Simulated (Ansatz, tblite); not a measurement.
**In5P4 zinc blende off sphere (In5P4Cl3): rung by rung**

Aim: run the singlet of In5P4 zinc blende off sphere (In5P4Cl3) at one geometry on many levels, and compare frontier levels, spin and run time.

Method: as each input shows; program: Ansatz 0.2.0, Gaussian basis.

Plan: GFN1-xTB, GFN2-xTB, PBE-D4/def2-TZVP, r2SCAN-D4/def2-TZVP, revPBE-D4/def2-TZVP, BHLYP-D4/def2-TZVP, ωB97X-V/def2-TZVP, LC-ωPBE(0.10)/def2-SVP, LC-ωPBE(0.15)/def2-SVP, LC-ωPBE(0.20)/def2-SVP, LC-ωPBE(0.30)/def2-SVP, PBE-D4/def2-SVP, PBE0-D4/def2-SVP, CCSD(T)/def2-SVP, MP2/def2-TZVP, RPA/def2-TZVP.

2 further runs of the same task are left out: 2 set aside as unsound or not needed. Runs told in other sessions of the task aren't counted.

## (1) The structure

The geometry is that of the singlet, from an earlier relaxation (PBE-D4/def2-SVP).

12 atoms, charge 0, spin multiplicity 1.

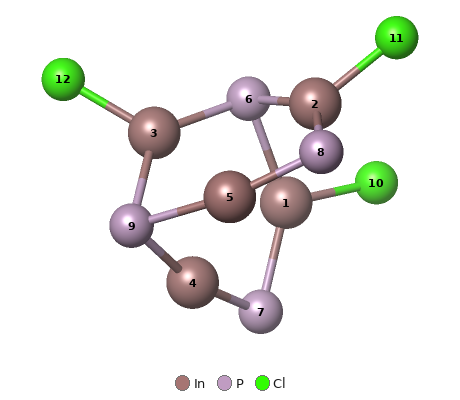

The structure; indium brown, phosphorus pink, chlorine green; atoms are numbered from 1 in the order of the file.

Coordinates:

```mol
Cl3In5P4
  3D, bonds by distance, orders not assigned

 12 13  0  0  0  0  0  0  0  0999 V2000
    0.9295   -1.9801    0.5042 In  0  0
    0.4771    0.4835   -2.1614 In  0  0
   -2.1432    0.2892    0.5785 In  0  0
    0.4984    0.2615    2.8168 In  0  0
    0.3539    2.6247    0.3059 In  0  0
   -1.0265   -1.2857   -1.0274 P   0  0
    1.9129   -1.6353    2.7877 P   0  0
    1.4758    2.7513   -1.7751 P   0  0
   -1.1538    2.0790    2.2568 P   0  0
    2.1556   -3.5718   -0.7813 Cl  0  0
    1.0252   -0.3865   -4.3089 Cl  0  0
   -4.5050    0.3702    0.8043 Cl  0  0
  1  6  8  0
  1  7  8  0
  1 10  8  0
  2  6  8  0
  2  8  8  0
  2 11  8  0
  3  6  8  0
  3  9  8  0
  3 12  8  0
  4  7  8  0
  4  9  8  0
  5  8  8  0
  5  9  8  0
M  END
```

In takes a core potential in the def2 sets. No spin-orbit coupling is included.

PBE0-D4/def2-TZVP was run before; its log isn't repeated, and its numbers join the tables.

## (2) GFN1-xTB

Tight binding, by tblite at 300 K electronic temperature and without a spin-polarisation term:

```python
tblite.interface.Calculator('GFN1-xTB', numbers, positions, charge=0, uhf=0).singlepoint()
```

Energy -848.4102 eV, HOMO -9.74 eV, LUMO -7.39 eV; 0.09 s.

## (3) GFN2-xTB

Tight binding, by tblite at 300 K electronic temperature and without a spin-polarisation term:

```python
tblite.interface.Calculator('GFN2-xTB', numbers, positions, charge=0, uhf=0).singlepoint()
```

Energy -819.0292 eV, HOMO -9.91 eV, LUMO -8.32 eV; 0.073 s.

## (4) PBE-D4/def2-TZVP

start.molden holds the orbitals of an earlier run on this state, given as this run's starting guess.

in.yaml

```yaml
crystal:
  periodic: [false, false, false]
  atoms:
    - {symbol: In, position_ang: [0.929548, -1.980104, 0.504207]}
    - {symbol: In, position_ang: [0.477120, 0.483546, -2.161446]}
    - {symbol: In, position_ang: [-2.143210, 0.289161, 0.578450]}
    - {symbol: In, position_ang: [0.498434, 0.261469, 2.816822]}
    - {symbol: In, position_ang: [0.353894, 2.624693, 0.305929]}
    - {symbol: P, position_ang: [-1.026469, -1.285738, -1.027376]}
    - {symbol: P, position_ang: [1.912931, -1.635257, 2.787734]}
    - {symbol: P, position_ang: [1.475759, 2.751286, -1.775130]}
    - {symbol: P, position_ang: [-1.153811, 2.078972, 2.256788]}
    - {symbol: Cl, position_ang: [2.155599, -3.571791, -0.781315]}
    - {symbol: Cl, position_ang: [1.025202, -0.386468, -4.308940]}
    - {symbol: Cl, position_ang: [-4.504997, 0.370242, 0.804286]}
basis:
  gaussian: {orbitals: def2-TZVP, fitting: {mean_field: def2-universal-jkfit}, initial_orbitals: start.molden}
hamiltonian: {xc: pbe, dispersion: d4}
scf: {omitted_lower_state_checks: [starts]}
output: {forces: true, orbitals: {seedname: orbitals}}
```

The run is started by

```sh
$ ansatz run in.yaml --threads 2 --pin off --events-out ev --progress --plain --max-ram 22528MiB --backend cuda --devices 0, --max-vram 18GiB
```

What it wrote, cut to the lines that bear on the results:

```text
Functional definition: PBE
  name "PBE"
  cite "Perdew, Burke & Ernzerhof, Phys. Rev. Lett. 77, 3865 (1996) doi:10.1103/PhysRevLett.77.3865"
  parent pbe
[...]
1986 factors; integrals over basis functions are off by at most 4.6e-1 eV
[...]
mean field -100572.83141907 eV, -3695.9833839374 hartree, gradient 1.8e-5 eV, S^2 0.000000; 0 other end points of the search recorded, 0 dependent functions left out
[...]
reference -100572.83149893 eV, -3695.9833868719 hartree; 108, 108 occupied and 401, 401 virtual orbitals, 1986 factors
Total energy: -100573.85758004 eV, -3696.0210946574 hartree
Atom 0 at     0.929548    -1.980104     0.504207 Å, force     0.099080    -0.093846    -0.004743 eV/Å
Atom 1 at     0.477120     0.483546    -2.161446 Å, force     0.056733     0.011127    -0.153616 eV/Å
Atom 2 at    -2.143210     0.289161     0.578450 Å, force    -0.157173    -0.007837     0.019154 eV/Å
Atom 3 at     0.498434     0.261469     2.816822 Å, force     0.000210    -0.032415    -0.063949 eV/Å
Atom 4 at     0.353894     2.624693     0.305929 Å, force    -0.010020    -0.023302    -0.030065 eV/Å
Atom 5 at    -1.026469    -1.285738    -1.027376 Å, force     0.134072     0.138536     0.092736 eV/Å
Atom 6 at     1.912931    -1.635257     2.787734 Å, force    -0.203444     0.147504    -0.160845 eV/Å
Atom 7 at     1.475759     2.751286    -1.775130 Å, force    -0.184588    -0.179397     0.172233 eV/Å
Atom 8 at    -1.153811     2.078972     2.256788 Å, force     0.202681    -0.187505    -0.194679 eV/Å
Atom 9 at     2.155599    -3.571791    -0.781315 Å, force    -0.125395     0.145984     0.122984 eV/Å
Atom 10 at     1.025202    -0.386468    -4.308940 Å, force    -0.060535     0.080555     0.216539 eV/Å
Atom 11 at    -4.504997     0.370242     0.804286 Å, force     0.248379     0.000597    -0.015750 eV/Å
Dipole moment:    -0.206223     1.038826     1.274307 e Å
Checks for a lower state left out: starts
```

Wall time 4.4 s (1 × H100 (card shared with other runs) with 2 threads of AMD EPYC 7R13, shared host); peak host memory 1 GiB.

HOMO -5.84 eV, LUMO -4.14 eV.

## (5) r2SCAN-D4/def2-TZVP

Changes to in.yaml since step 4:

```diff
@@ -17,4 +17,4 @@
   gaussian: {orbitals: def2-TZVP, fitting: {mean_field: def2-universal-jkfit}, initial_orbitals: start.molden}
-hamiltonian: {xc: pbe, dispersion: d4}
+hamiltonian: {xc: r2scan, dispersion: d4}
 scf: {omitted_lower_state_checks: [starts]}
-output: {forces: true, orbitals: {seedname: orbitals}}
+output: {orbitals: {seedname: orbitals}}
```

Same command.

What it wrote:

```text
Functional definition: r2SCAN
  name "r2SCAN"
  cite "Furness, Kaplan, Ning, Perdew & Sun, J. Phys. Chem. Lett. 11, 8208 (2020) doi:10.1021/acs.jpclett.0c02405"
  cite "Furness, Kaplan, Ning, Perdew & Sun, J. Phys. Chem. Lett. 11, 9248 (2020) doi:10.1021/acs.jpclett.0c03077"
  parent r2scan
  parameter k0 = 0.174
  parameter k1 = 0.065
  parameter a1 = 4.9479
  exchange = r2scan_x(k0 = k0, k1 = k1, a1 = a1)
  correlation = r2scan_c
these checks for a lower state are left out or cut short: starts
1986 factors; integrals over basis functions are off by at most 4.6e-1 eV
mean field evaluation 1: about -100609.0062 eV, gradient 1.5e1 eV
mean field evaluation 2: about -100609.1638 eV, gradient 2.8e-1 eV
mean field evaluation 4: about -100609.1673 eV, gradient 1.8e-3 eV
mean field -100609.16725417 eV, -3697.3187012480 hartree, gradient 2.4e-5 eV, S^2 0.000000; 0 other end points of the search recorded, 0 dependent functions left out
reference -100609.16728009 eV, -3697.3187022005 hartree; 108, 108 occupied and 401, 401 virtual orbitals, 1986 factors
Total energy: -100609.42243528 eV, -3697.3280789806 hartree
Checks for a lower state left out: starts
```

Run time: 4.5 s. Hardware: 1 × H100 (card shared with other runs) with 2 threads of AMD EPYC 7R13, shared host; peak host memory 1.1 GiB.

HOMO -6.07 eV, LUMO -4.10 eV.

## (6) revPBE-D4/def2-TZVP

Changes to in.yaml since step 5:

```diff
@@ -17,3 +17,3 @@
   gaussian: {orbitals: def2-TZVP, fitting: {mean_field: def2-universal-jkfit}, initial_orbitals: start.molden}
-hamiltonian: {xc: r2scan, dispersion: d4}
+hamiltonian: {xc: {name: revPBE}, dispersion: d4}
 scf: {omitted_lower_state_checks: [starts]}
```

The command is unchanged.

What it wrote:

```text
Functional definition: revPBE
  name "revPBE"
  cite "Zhang & Yang, Phys. Rev. Lett. 80, 890 (1998) doi:10.1103/PhysRevLett.80.890"
  cite "Perdew, Burke & Ernzerhof, Phys. Rev. Lett. 77, 3865 (1996) doi:10.1103/PhysRevLett.77.3865"
  parameter kappa = 1.245
  parameter beta = 0.06672455060314922
  exchange = pbe_x(kappa = kappa, mu = beta*pi^2/3)
  correlation = pbe_c(beta = beta)
these checks for a lower state are left out or cut short: starts
1986 factors; integrals over basis functions are off by at most 4.6e-1 eV
mean field evaluation 1: about -100596.8373 eV, gradient 1.9e1 eV
mean field evaluation 2: about -100597.1406 eV, gradient 4.9e-1 eV
mean field evaluation 4: about -100597.1440 eV, gradient 4.9e-2 eV
mean field -100597.14403799 eV, -3696.8768562027 hartree, gradient 2.4e-5 eV, S^2 0.000000; 0 other end points of the search recorded, 0 dependent functions left out
reference -100597.14413796 eV, -3696.8768598768 hartree; 108, 108 occupied and 401, 401 virtual orbitals, 1986 factors
Total energy: -100598.88585269 eV, -3696.9408667124 hartree
Checks for a lower state left out: starts
```

Wall time 4.3 s (1 × H100 (card shared with other runs) with 2 threads of AMD EPYC 7R13, shared host); peak host memory 1 GiB.

Report: HOMO -5.77 eV, LUMO -4.03 eV.

## (7) BHLYP-D4/def2-TZVP

Changes to in.yaml since step 6:

```diff
@@ -17,3 +17,3 @@
   gaussian: {orbitals: def2-TZVP, fitting: {mean_field: def2-universal-jkfit}, initial_orbitals: start.molden}
-hamiltonian: {xc: {name: revPBE}, dispersion: d4}
+hamiltonian: {xc: {name: BHLYP}, dispersion: d4}
 scf: {omitted_lower_state_checks: [starts]}
```

Launched as before.

What it wrote:

```text
Functional definition: BHLYP
  name "BHLYP"
  cite "Becke, J. Chem. Phys. 98, 1372 (1993) doi:10.1063/1.464304"
  cite "Becke, Phys. Rev. A 38, 3098 (1988) doi:10.1103/PhysRevA.38.3098"
  cite "Lee, Yang & Parr, Phys. Rev. B 37, 785 (1988) doi:10.1103/PhysRevB.37.785"
  parameter a = 0.5
  exchange = (1 - a)*b88_x + a*exact_x
  correlation = lyp_c
these checks for a lower state are left out or cut short: starts
1986 factors; integrals over basis functions are off by at most 4.6e-1 eV
mean field evaluation 1: about -100591.9176 eV, gradient 1.8e1 eV
mean field evaluation 2: about -100592.1761 eV, gradient 4.2e-1 eV
mean field evaluation 4: about -100592.1774 eV, gradient 2.3e-2 eV
mean field -100592.17737363 eV, -3696.6943346543 hartree, gradient 1.1e-5 eV, S^2 0.000000; 0 other end points of the search recorded, 0 dependent functions left out
reference -100592.17765212 eV, -3696.6943448885 hartree; 108, 108 occupied and 401, 401 virtual orbitals, 1986 factors
Total energy: -100594.09467051 eV, -3696.7647940150 hartree
Checks for a lower state left out: starts
```

Run time: 5.5 s. Hardware: 1 × H100 (card shared with other runs) with 2 threads of AMD EPYC 7R13, shared host; peak host memory 1 GiB.

HOMO -7.42 eV, LUMO -2.92 eV.

## (8) ωB97X-V/def2-TZVP

Changes to in.yaml since step 7:

```diff
@@ -17,3 +17,3 @@
   gaussian: {orbitals: def2-TZVP, fitting: {mean_field: def2-universal-jkfit}, initial_orbitals: start.molden}
-hamiltonian: {xc: {name: BHLYP}, dispersion: d4}
+hamiltonian: {xc: {name: wB97X-V}}
 scf: {omitted_lower_state_checks: [starts]}
```

Same command.

What it wrote, cut to the lines that bear on the results:

```text
Functional definition: wB97X-V
  name "wB97X-V"
  cite "Mardirossian & Head-Gordon, Phys. Chem. Chem. Phys. 16, 9904 (2014) doi:10.1039/C3CP54374A"
  cite "Becke, J. Chem. Phys. 107, 8554 (1997) doi:10.1063/1.475007"
  cite "Vydrov & Van Voorhis, J. Chem. Phys. 133, 244103 (2010) doi:10.1063/1.3521275"
[...]
      + integral(e_c_pw_opposite_spin*poly(b97_u_opposite, cos0, cos1)) + vv10(b, c)
[...]
1986 factors; integrals over basis functions are off by at most 4.6e-1 eV
1986 factors; integrals over basis functions are off by at most 2.5e-6 eV
[...]
mean field -100588.99502814 eV, -3696.5773856144 hartree, gradient 4.8e-5 eV, S^2 0.000000; 0 other end points of the search recorded, 0 dependent functions left out
reference -100588.99502421 eV, -3696.5773854700 hartree; 108, 108 occupied and 401, 401 virtual orbitals, 1986 factors
Total energy: -100588.99502421 eV, -3696.5773854700 hartree
Checks for a lower state left out: starts
```

Run time: 6.5 s. Hardware: 1 × H100 (card shared with other runs) with 2 threads of AMD EPYC 7R13, shared host; peak host memory 1.2 GiB.

From the report: HOMO -8.71 eV, LUMO -1.96 eV.

## (9) LC-ωPBE(0.10)/def2-SVP

Changes to in.yaml since step 8:

```diff
@@ -16,4 +16,4 @@
 basis:
-  gaussian: {orbitals: def2-TZVP, fitting: {mean_field: def2-universal-jkfit}, initial_orbitals: start.molden}
-hamiltonian: {xc: {name: wB97X-V}}
+  gaussian: {orbitals: def2-SVP, initial_orbitals: start.molden}
+hamiltonian: {xc: {name: LC-wPBE, parameters: {omega: 0.1/bohr}}}
 scf: {omitted_lower_state_checks: [starts]}
```

The run is started by

```sh
$ ansatz run in.yaml --threads 2 --pin off --events-out ev --progress --plain --max-ram 22528MiB --backend cpu
```

What it wrote, cut to the lines that bear on the results:

```text
Functional definition: LC-wPBE
  name "LC-wPBE"
  cite "Vydrov & Scuseria, J. Chem. Phys. 125, 234109 (2006) doi:10.1063/1.2409292"
  cite "Heyd & Scuseria, J. Chem. Phys. 120, 7274 (2004) doi:10.1063/1.1668634"
  cite "Ernzerhof & Perdew, J. Chem. Phys. 109, 3313 (1998) doi:10.1063/1.476928"
  cite "Perdew, Burke & Ernzerhof, Phys. Rev. Lett. 77, 3865 (1996) doi:10.1103/PhysRevLett.77.3865"
  parent pbe
[...]
  with omega = 0.1/bohr from the input
[...]
2993 factors; their error is unknown
176 factors; integrals over basis functions are off by at most 1.8e-7 eV
[...]
mean field -100551.68396393 eV, -3695.2062292949 hartree, gradient 2.9e-5 eV, S^2 0.000000; 0 other end points of the search recorded, 0 dependent functions left out
reference -100551.68396412 eV, -3695.2062293019 hartree; 108, 108 occupied and 148, 148 virtual orbitals, 2993 factors
Total energy: -100551.68396412 eV, -3695.2062293019 hartree
Checks for a lower state left out: starts
```

Wall time 25 s (2 threads of AMD EPYC 7R13, shared host); peak memory 0.91 GiB.

HOMO -7.17 eV, LUMO -2.83 eV.

## (10) LC-ωPBE(0.15)/def2-SVP

Changes to in.yaml since step 9:

```diff
@@ -17,3 +17,3 @@
   gaussian: {orbitals: def2-SVP, initial_orbitals: start.molden}
-hamiltonian: {xc: {name: LC-wPBE, parameters: {omega: 0.1/bohr}}}
+hamiltonian: {xc: {name: LC-wPBE, parameters: {omega: 0.15/bohr}}}
 scf: {omitted_lower_state_checks: [starts]}
```

Launched as before.

What it wrote, cut to the lines that bear on the results:

```text
Functional definition: LC-wPBE
  name "LC-wPBE"
  cite "Vydrov & Scuseria, J. Chem. Phys. 125, 234109 (2006) doi:10.1063/1.2409292"
  cite "Heyd & Scuseria, J. Chem. Phys. 120, 7274 (2004) doi:10.1063/1.1668634"
  cite "Ernzerhof & Perdew, J. Chem. Phys. 109, 3313 (1998) doi:10.1063/1.476928"
  cite "Perdew, Burke & Ernzerhof, Phys. Rev. Lett. 77, 3865 (1996) doi:10.1103/PhysRevLett.77.3865"
  parent pbe
[...]
  with omega = 0.15/bohr from the input
[...]
2993 factors; their error is unknown
289 factors; integrals over basis functions are off by at most 3.7e-7 eV
[...]
mean field -100552.44101012 eV, -3695.2340502294 hartree, gradient 6.1e-5 eV, S^2 0.000000; 0 other end points of the search recorded, 0 dependent functions left out
reference -100552.44101020 eV, -3695.2340502322 hartree; 108, 108 occupied and 148, 148 virtual orbitals, 2993 factors
Total energy: -100552.44101020 eV, -3695.2340502322 hartree
Checks for a lower state left out: starts
```

It took 20 s on 2 threads of AMD EPYC 7R13, shared host; peak memory 0.97 GiB.

From the report: HOMO -7.66 eV, LUMO -2.46 eV.

## (11) LC-ωPBE(0.20)/def2-SVP

Changes to in.yaml since step 10:

```diff
@@ -17,3 +17,3 @@
   gaussian: {orbitals: def2-SVP, initial_orbitals: start.molden}
-hamiltonian: {xc: {name: LC-wPBE, parameters: {omega: 0.15/bohr}}}
+hamiltonian: {xc: {name: LC-wPBE, parameters: {omega: 0.2/bohr}}}
 scf: {omitted_lower_state_checks: [starts]}
```

The command is unchanged.

What it wrote, cut to the lines that bear on the results:

```text
Functional definition: LC-wPBE
  name "LC-wPBE"
  cite "Vydrov & Scuseria, J. Chem. Phys. 125, 234109 (2006) doi:10.1063/1.2409292"
  cite "Heyd & Scuseria, J. Chem. Phys. 120, 7274 (2004) doi:10.1063/1.1668634"
  cite "Ernzerhof & Perdew, J. Chem. Phys. 109, 3313 (1998) doi:10.1063/1.476928"
  cite "Perdew, Burke & Ernzerhof, Phys. Rev. Lett. 77, 3865 (1996) doi:10.1103/PhysRevLett.77.3865"
  parent pbe
[...]
  with omega = 0.2/bohr from the input
[...]
2993 factors; their error is unknown
440 factors; integrals over basis functions are off by at most 6.2e-7 eV
[...]
mean field -100553.29723268 eV, -3695.2655158281 hartree, gradient 6.5e-5 eV, S^2 0.000000; 0 other end points of the search recorded, 0 dependent functions left out
reference -100553.29723272 eV, -3695.2655158297 hartree; 108, 108 occupied and 148, 148 virtual orbitals, 2993 factors
Total energy: -100553.29723272 eV, -3695.2655158297 hartree
Checks for a lower state left out: starts
```

Wall time 22 s (2 threads of AMD EPYC 7R13, shared host); peak memory 1.1 GiB.

From the report: HOMO -8.06 eV, LUMO -2.21 eV.

## (12) LC-ωPBE(0.30)/def2-SVP

Changes to in.yaml since step 11:

```diff
@@ -17,3 +17,3 @@
   gaussian: {orbitals: def2-SVP, initial_orbitals: start.molden}
-hamiltonian: {xc: {name: LC-wPBE, parameters: {omega: 0.2/bohr}}}
+hamiltonian: {xc: {name: LC-wPBE, parameters: {omega: 0.3/bohr}}}
 scf: {omitted_lower_state_checks: [starts]}
```

Launched as before.

What it wrote, cut to the lines that bear on the results:

```text
Functional definition: LC-wPBE
  name "LC-wPBE"
  cite "Vydrov & Scuseria, J. Chem. Phys. 125, 234109 (2006) doi:10.1063/1.2409292"
  cite "Heyd & Scuseria, J. Chem. Phys. 120, 7274 (2004) doi:10.1063/1.1668634"
  cite "Ernzerhof & Perdew, J. Chem. Phys. 109, 3313 (1998) doi:10.1063/1.476928"
  cite "Perdew, Burke & Ernzerhof, Phys. Rev. Lett. 77, 3865 (1996) doi:10.1103/PhysRevLett.77.3865"
  parent pbe
[...]
  with omega = 0.3/bohr from the input
[...]
2993 factors; their error is unknown
759 factors; integrals over basis functions are off by at most 6.3e-6 eV
[...]
mean field -100555.24640647 eV, -3695.3371466439 hartree, gradient 6.7e-5 eV, S^2 0.000000; 0 other end points of the search recorded, 0 dependent functions left out
reference -100555.24640649 eV, -3695.3371466446 hartree; 108, 108 occupied and 148, 148 virtual orbitals, 2993 factors
Total energy: -100555.24640649 eV, -3695.3371466446 hartree
Checks for a lower state left out: starts
```

It took 22 s on 2 threads of AMD EPYC 7R13, shared host; peak memory 1.2 GiB.

HOMO -8.62 eV, LUMO -1.98 eV.

## (13) PBE-D4/def2-SVP

Changes to in.yaml since step 12:

```diff
@@ -17,3 +17,3 @@
   gaussian: {orbitals: def2-SVP, initial_orbitals: start.molden}
-hamiltonian: {xc: {name: LC-wPBE, parameters: {omega: 0.3/bohr}}}
+hamiltonian: {xc: pbe, dispersion: d4}
 scf: {omitted_lower_state_checks: [starts]}
```

Same command.

What it wrote:

```text
Functional definition: PBE
  name "PBE"
  cite "Perdew, Burke & Ernzerhof, Phys. Rev. Lett. 77, 3865 (1996) doi:10.1103/PhysRevLett.77.3865"
  parent pbe
  parameter kappa = 0.804
  parameter beta = 0.06672455060314922
  exchange = pbe_x(kappa = kappa, mu = beta*pi^2/3)
  correlation = pbe_c(beta = beta)
these checks for a lower state are left out or cut short: starts
2993 factors; their error is unknown
mean field evaluation 1: about -100545.3310 eV, gradient 4.8e1 eV
mean field evaluation 2: about -100546.1516 eV, gradient 1.5e0 eV
mean field evaluation 4: about -100546.1051 eV, gradient 7.0e-2 eV
mean field -100546.10515961 eV, -3695.0012120179 hartree, gradient 2.7e-5 eV, S^2 0.000000; 0 other end points of the search recorded, 0 dependent functions left out
reference -100546.10522689 eV, -3695.0012144902 hartree; 108, 108 occupied and 148, 148 virtual orbitals, 2993 factors
Total energy: -100547.13130800 eV, -3695.0389222756 hartree
Checks for a lower state left out: starts
```

Wall time 12 s (2 threads of AMD EPYC 7R13, shared host); peak memory 0.72 GiB.

Report: HOMO -5.78 eV, LUMO -4.07 eV.

## (14) PBE0-D4/def2-SVP

Changes to in.yaml since step 13:

```diff
@@ -17,3 +17,3 @@
   gaussian: {orbitals: def2-SVP, initial_orbitals: start.molden}
-hamiltonian: {xc: pbe, dispersion: d4}
+hamiltonian: {xc: pbe0, dispersion: d4}
 scf: {omitted_lower_state_checks: [starts]}
```

Same command.

What it wrote:

```text
Functional definition: PBE0
  name "PBE0"
  cite "Adamo & Barone, J. Chem. Phys. 110, 6158 (1999) doi:10.1063/1.478522"
  cite "Perdew, Burke & Ernzerhof, Phys. Rev. Lett. 77, 3865 (1996) doi:10.1103/PhysRevLett.77.3865"
  parent pbe
  parameter a = 0.25
  parameter kappa = 0.804
  parameter beta = 0.06672455060314922
  exchange = (1 - a)*pbe_x(kappa = kappa, mu = beta*pi^2/3) + a*exact_x
  correlation = pbe_c(beta = beta)
these checks for a lower state are left out or cut short: starts
2801 factors; integrals over basis functions are off by at most 2.6e-4 eV
mean field evaluation 1: about -100551.1791 eV, gradient 4.6e1 eV
mean field evaluation 2: about -100551.6702 eV, gradient 7.4e-1 eV
mean field evaluation 4: about -100551.7796 eV, gradient 2.6e-3 eV
mean field -100551.77957535 eV, -3695.2097429499 hartree, gradient 2.0e-5 eV, S^2 0.000000; 0 other end points of the search recorded, 0 dependent functions left out
reference -100551.77962603 eV, -3695.2097448124 hartree; 108, 108 occupied and 148, 148 virtual orbitals, 2801 factors
Total energy: -100552.70880297 eV, -3695.2438914351 hartree
Checks for a lower state left out: starts
```

Run time: 28 s. Hardware: 2 threads of AMD EPYC 7R13, shared host; peak memory 1.4 GiB.

From the report: HOMO -6.70 eV, LUMO -3.57 eV.

[end of part 1 of 2]
